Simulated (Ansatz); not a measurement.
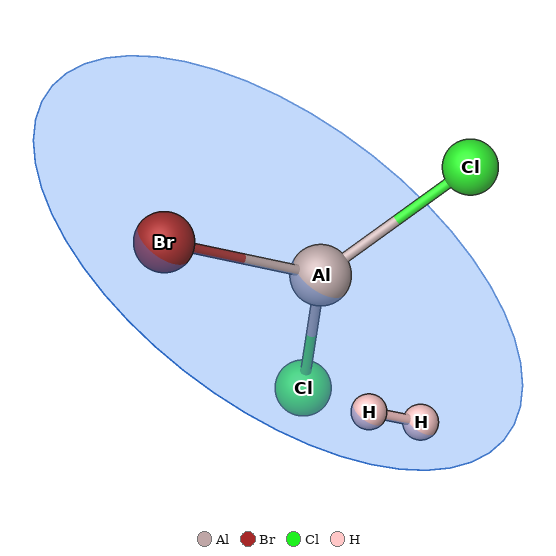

All proper rotation axes (lines) and mirror planes (discs) of the structure are drawn in. Distant atoms are faded towards the background colour. The computed structure is the end point of a PBE0-D4/def2-TZVP optimisation.

Name the symmetry elements and the point group.

It has 1 mirror plane. Point group Cs. The group has 2 operations. The geometry is achiral, and symmetry allows a dipole moment.
